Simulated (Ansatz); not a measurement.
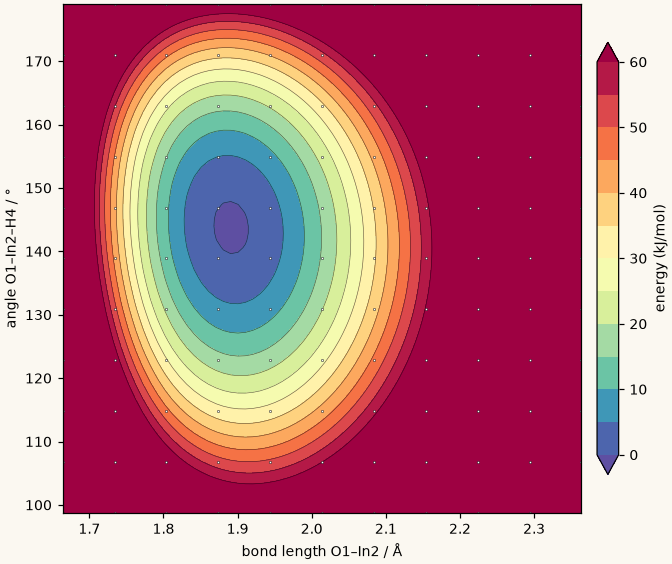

ClHInO, SMILES [O-][InH][Cl], charge −1. The first coordinate is: bond length O1–In2; the second: angle O1–In2–H4. Nothing is relaxed (all other coordinates rigid). The scan uses an 11 × 11 grid. All energies are given in kJ/mol relative to the lowest grid point. Computed with RKS B3LYP-D4/def2-TZVPD in Ansatz 0.2.0.

Drawn: filled contours, dots at the grid points, one colour for all values above the top of the scale. Between grid points the surface is interpolated.

**Where is the minimum, and how stiff is the well along each coordinate?**

The interpolated minimum is at bond length O1–In2 ≈ 1.891 Å, angle O1–In2–H4 ≈ 143.8°. The curvatures there are about 27 eV/Å² and 2.8 eV/rad², with a cross term of about 0.8 eV/(Å·rad). Round the minimum the two coordinates are weakly coupled (coupling 0.09 in units of the two stiffnesses). (1 eV is 96.5 kJ/mol.)
